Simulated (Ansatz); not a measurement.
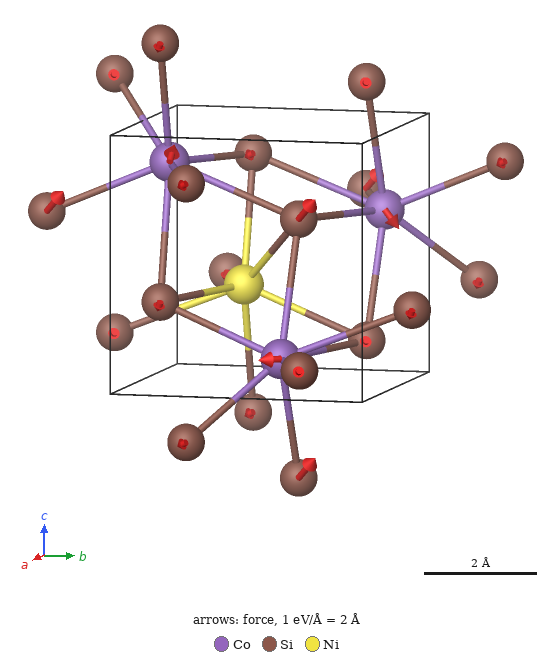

Starting geometry of solid Co$_{3}$Si$_{4}$Ni (a generated structure, set up in R3) (coarse preliminary run) with the computed forces as red arrows. A ball-and-stick model of the cell of the calculation, seen slightly off an axis.

All numbers below come from DFT PBE, scalar-relativistic, plane waves, PAW (Ansatz 0.2.0). Set-up: plane-wave cutoff 420 eV; k-point mesh 4 × 4 × 4; occupations gaussian; smearing width 0.1 eV; collinear spin; cell and atoms relaxed; force threshold 0.04 eV/Å; at most 70 steps.

> Is this structure relaxed? If not, where do the atoms go?

It isn't relaxed: the largest force vector, on a Si atom, is 0.36 eV/Å. The final displacements have little in common with the starting forces (cosine between the two patterns −0.19). Over 4 accepted moves (5 points after the start) the energy falls by 143 meV per atom. Largest force component: 0.36 eV/Å at the start, 0.012 eV/Å at the end. The pressure goes from −22.19 to −0.01 GPa. At 1 point the geometry stayed and the basis and grid were re-selected for the new cell (energy shift of 0.7 meV per atom at most each time). The largest move relative to the cell is that of the Ni atom, 0.056 Å along [−1 −1 −1]. By element the largest moves are Ni 0.056 Å, Co 0.050 Å, Si 0.022 Å. The drawn cell changes as follows: a = b = c 4.676 → 4.448 Å (−4.9 %), α 90.0° → 89.8°, β 90.0° → 89.8°, γ 90.0° → 89.8°; the volume changes by −13.9 %. Some distances before and after: Co–Si 2.598 → 2.427 Å, Ni–Si 2.598 → 2.441 Å, Co–Si 2.451 → 2.350 Å, Ni–Si 2.451 → 2.352 Å. The space group stays R3 (No. 146). The program noted that the starting moments weren't kept.
